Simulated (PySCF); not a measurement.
CH₂OS₂, SMILES `O.S=C=S`.

Method: ωB97X/def2-SVP; geometry: an unrelaxed start of a pair search; program: PySCF. Without diffuse functions Rydberg states are missing, so the states' numbers hold for this basis only.

Cartesian coordinates (Å):

```
O1      -1.6259   -1.7960    0.0003
H2      -2.2040   -1.6262   -0.7480
H3      -2.0866   -1.4944    0.7874
S4       1.6272   -0.5528   -0.0006
C5       0.4511    0.4521   -0.0010
S6      -0.7152    1.4764   -0.0016
```

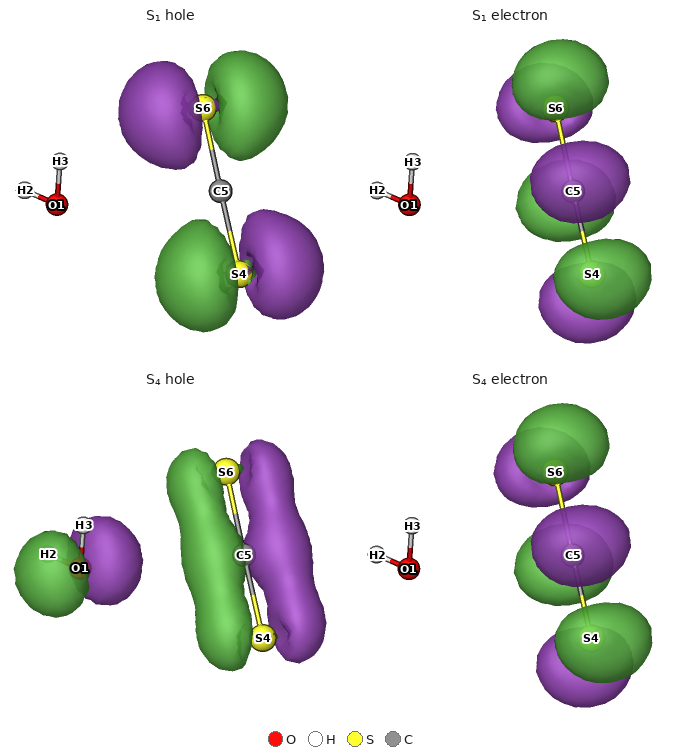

Leading natural transition orbitals (TDA singlet states).

> Describe these excited states.

By state:
- S₁: 3.96 eV (313 nm), f = 0.000 (dark); the leading pair carries 62 %; hole on S4 and S6 (46 % each) and C5 (8 %), electron on C5 (37 %), S4 (32 %) and S6 (31 %) (shares are of the whole state, not of the leading pair alone); their centroids lie 0.0 Å apart.
- S₄: 6.84 eV (181 nm), f = 0.000 (dark); the leading pair carries 96 %; hole on O1 (38 %), C5 (21 %) and S4 (18 %), electron on C5 (37 %), S4 (32 %) and S6 (31 %); their centroids lie 1.3 Å apart.

Run time: 54 s on 1 thread of Intel(R) Xeon(R) Platinum 8259CL CPU @ 2.50GHz (Skylake/Cascade Lake), with other jobs on the host, peak memory 0.45 GiB.
